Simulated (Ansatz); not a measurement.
**Computed against measured: atomisation enthalpy at 298 K**

10 molecules holding an element past argon; the atomisation enthalpy at 298 K in kJ/mol, computed less measured. Shapes, held fixed at every level: PBE0-D4/def2-TZVP. Flexible molecules stand in one conformer, not always the lowest. Thermal terms are harmonic and unscaled (PBE0-D4/def2-TZVP); the spin-orbit lowering of the free atoms is taken from their spectra. Programs: Ansatz 0.2.0. Measured values: Active Thermochemical Tables, CRC Handbook of Chemistry and Physics, NIST-JANAF tables.

Levels: A = HF/def2-SVP; B = PBE-D4/def2-TZVPP; C = r2SCAN-D4/def2-TZVPP.

```csv
molecule,from tabulated heats,A,B,C
HBr (hydrogen bromide),366,-121,-3,-2
BBr2F (dibromofluoroborane),1388,-352,+55,+27
CBr2Cl2 (dibromodichloromethane),1180,-593,+88,+11
CH2BrCl (bromochloromethane),1431,-461,+46,+7
CH3Br (bromomethane),1519,-407,+21,+1
CHBrCl2 (bromodichloromethane),1341,-524,+70,+11
CHI3 (iodoform),1004,-492,+93,+24
GeCl4 (germanium tetrachloride),1353,-422,+55,+46
C2H3Br (vinyl bromide),2126,-589,+63,+7
C4H9Br (1-bromobutane),5048,-1249,+87,+7
```

Q: Which level does best on this set, which worst, and which err to one side?

A: 
```json
{"level": "HF/def2-SVP", "kind": "Hartree–Fock", "mean error": "-521.0", "mean absolute error": "521.0", "worst case": "C4H9Br"}
{"level": "PBE-D4/def2-TZVPP", "kind": "GGA", "mean error": "+57.5", "mean absolute error": "58.1", "worst case": "CHI3"}
{"level": "r2SCAN-D4/def2-TZVPP", "kind": "meta-GGA", "mean error": "+13.9", "mean absolute error": "14.3", "worst case": "GeCl4"}
```

On this set r2SCAN-D4/def2-TZVPP has the smallest mean absolute error and HF/def2-SVP the largest. HF/def2-SVP is too low in 10 of 10; PBE-D4/def2-TZVPP is too high in 9 of 10; r2SCAN-D4/def2-TZVPP is too high in 9 of 10. The heats of GeCl4, C4H9Br come from older tables and can be uncertain by 10 kJ/mol or more. The molecules' own spin-orbit binding is left out, so errors for heavy halides read too negative. Heats of the atoms come from ATcT where it has them, that of boron, 570 kJ/mol, from recent work. The levels differ in basis as well as in method. The tabulated values of BBr2F, CHI3 are in doubt (older tables, estimates, or at odds with other calculations) and kept here. Over the 8 molecules whose values aren't doubted the mean absolute errors are A 545.8; B 54.1; C 11.5. Hartree–Fock lacks correlation and underbinds. For atoms past krypton def2 sets carry core potentials with scalar relativity. Relativity is left out for Br, Ge. The set is small.

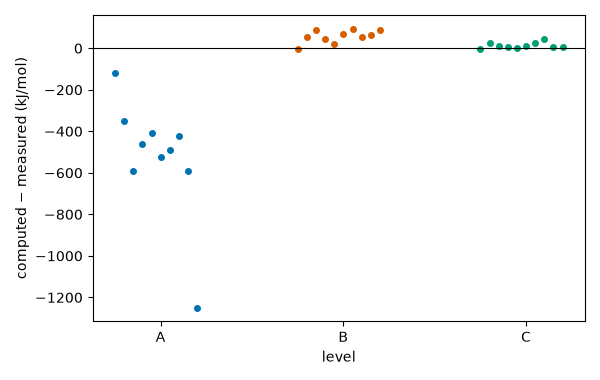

Errors of each level, one point a molecule.
